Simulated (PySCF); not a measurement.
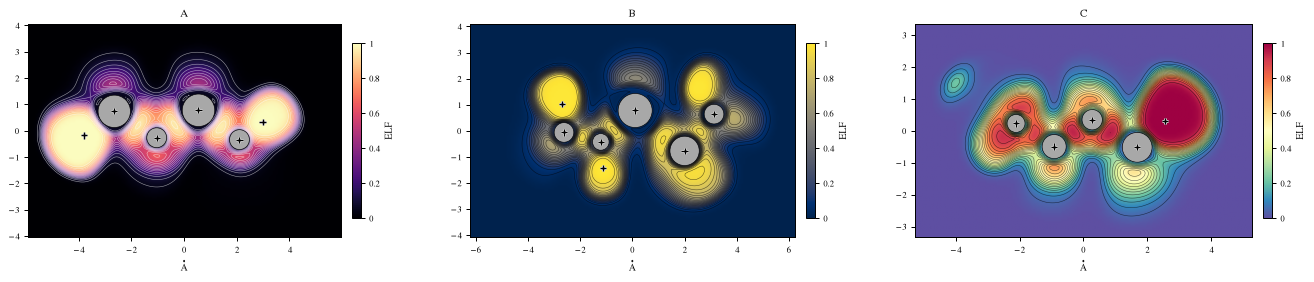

The electron localisation function of 3 systems, each on a plane through atoms (crosses mark nuclei in the plane; grey discs cover the cores).

Method: PBE0/def2-SVPD, SCF density, gas phase in PySCF 2.14.0.

System 1: C$_{4}$H$_{14}$Si$_{2}$ (SMILES CC(C)[SiH2]C[SiH3]), the plane of atoms Si4, C5 and Si6. Geometry: GFN2-xTB.

| atom | x (Å) | y (Å) | z (Å) |
| --- | --- | --- | --- |
| C | -1.8644 | -1.3749 | -0.0765 |
| C | -1.5766 | 0.0338 | 0.4363 |
| C | -1.9663 | 1.0632 | -0.6214 |
| Si | 0.2436 | 0.2344 | 0.9936 |
| C | 1.4382 | -0.0427 | -0.4564 |
| Si | 3.2760 | 0.1294 | -0.0191 |
| H | -2.9192 | -1.4875 | -0.3269 |
| H | -1.2840 | -1.5815 | -0.9737 |
| H | -1.6109 | -2.1206 | 0.6740 |
| H | -2.2123 | 0.2030 | 1.3123 |
| H | -1.7875 | 2.0747 | -0.2628 |
| H | -1.3872 | 0.9153 | -1.5309 |
| H | -3.0216 | 0.9734 | -0.8784 |
| H | 0.5087 | -0.7453 | 2.0569 |
| H | 0.4130 | 1.5918 | 1.5315 |
| H | 1.2717 | -1.0366 | -0.8727 |
| H | 1.2028 | 0.6622 | -1.2542 |
| H | 3.5446 | 1.4787 | 0.4802 |
| H | 3.6383 | -0.8529 | 1.0036 |
| H | 4.0881 | -0.1072 | -1.2188 |

System 2: C$_{2}$H$_{10}$BNO (SMILES [BH3-][NH2+]COC), the plane of atoms N2, C3 and O4. Geometry: GFN2-xTB.

```csv
atom,x (Å),y (Å),z (Å)
B,-2.1959,0.2655,-0.2074
N,-0.7787,-0.5161,0.1374
C,0.2918,0.3864,0.5483
O,1.4882,-0.2693,0.8522
C,2.2605,-0.6529,-0.2657
H,-2.5144,0.8251,0.7926
H,-2.9510,-0.5990,-0.5228
H,-1.9438,1.0126,-1.1002
H,-0.9761,-1.1870,0.8744
H,-0.5260,-1.0226,-0.7059
H,-0.0257,0.8942,1.4628
H,0.4284,1.1306,-0.2482
H,2.4337,0.1977,-0.9333
H,3.2121,-1.0036,0.1282
H,1.7926,-1.4649,-0.8342
```

System 3: C$_{3}$H$_{12}$AlNS (SMILES C[NH][AlH2-][S+](C)C), the plane of atoms C1, N2 and H10. Geometry: GFN2-xTB.

| atom | x (Å) | y (Å) | z (Å) |
| --- | --- | --- | --- |
| C | 3.1549 | 0.1304 | 0.0766 |
| N | 1.8419 | 0.0121 | -0.5449 |
| Al | 0.4466 | -0.7655 | 0.2641 |
| S | -1.2543 | -0.2480 | -1.4509 |
| C | -2.5030 | -1.0289 | -0.4025 |
| C | -1.4387 | 1.4845 | -0.9498 |
| H | 3.9038 | -0.4939 | -0.4214 |
| H | 3.0756 | -0.1990 | 1.1127 |
| H | 3.5158 | 1.1643 | 0.0727 |
| H | 1.9011 | 0.3512 | -1.5015 |
| H | 0.2131 | -2.3036 | 0.2587 |
| H | -0.2367 | 0.0192 | 1.4401 |
| H | -2.6267 | -2.0440 | -0.7660 |
| H | -3.4378 | -0.4852 | -0.4971 |
| H | -2.1628 | -1.0449 | 0.6338 |
| H | -2.4875 | 1.7588 | -1.0072 |
| H | -0.8636 | 2.0779 | -1.6531 |
| H | -1.0506 | 1.6210 | 0.0592 |

Question: Match each panel to its system.

Answer: Panel A is system 1, C$_{4}$H$_{14}$Si$_{2}$: the plane holds C, Si and H. C–Si (1.90 Å): the ELF peaks at about 0.95 between the atoms, as expected for a covalent bond. Panel B is system 3, C$_{3}$H$_{12}$AlNS: the plane holds C, N, Al, S and H. C–N (1.46 Å): the ELF peaks at about 0.95 between the atoms (a shared electron pair). Panel C is system 2, C$_{2}$H$_{10}$BNO: the plane holds B, N, C, O and H. C–O (1.40 Å): the ELF peaks at about 0.90 between the atoms, as expected for a polar covalent bond.
